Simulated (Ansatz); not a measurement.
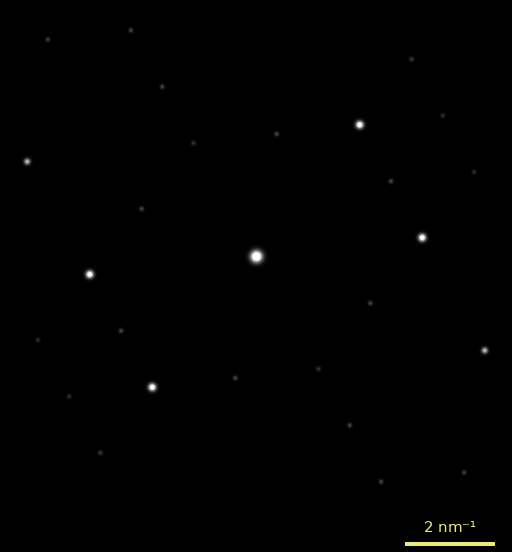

Simulated selected-area electron diffraction pattern (200 kV, kinematic approximation, thin crystal, B = 0.5 Å² for all atoms).

It belongs to Sc2Ge3Pd, space group Fmmm (No. 69), a = 7.898 Å, b = 8.290 Å, c = 13.679 Å. Structure: coordinates from a relaxation (final pressure about 5.5 GPa) with DFT, PAW plane waves, r2scan+U (Ansatz); the starting structure was generated, so it need not be a known form of this composition.

Determine the zone axis from the geometry of the pattern.

Answer. The spots form a centred rectangular net whose two shortest vectors correspond to d = 6.84 Å and 5.28 Å, 67.3° apart. They index as 0 0 2 (itself too weak to see) and 1 -1 1 (itself too weak to see), so the zone axis is [110] (or an equivalent direction of <110>).

Which reflections of this zone are missing, and why?

Answer. The lattice centring (F) removes all reflections that break h + k = 2n, h + l = 2n; reflections such as 0 0 2, 1 -1 -1, 1 -1 1 are allowed but too weak to see at this display level.

List the strongest reflections.

Answer. Strongest reflections with d > 1.85 Å, one of each family (|F|² from tabulated Gaussian fits of the electron scattering factors, times a small damping for the curvature of the Ewald sphere):

| hkl | d (Å) | I (strongest = 100) |
| --- | --- | --- |
| 2 -2 2 | 2.638 | 100 |
| 0 0 6 | 2.280 | 1 |
| 2 -2 0 | 2.859 | 1 |
| 1 -1 3 | 3.565 | 1 |
| 0 0 4 | 3.420 | 0 |
| 3 -3 1 | 1.888 | 0 |
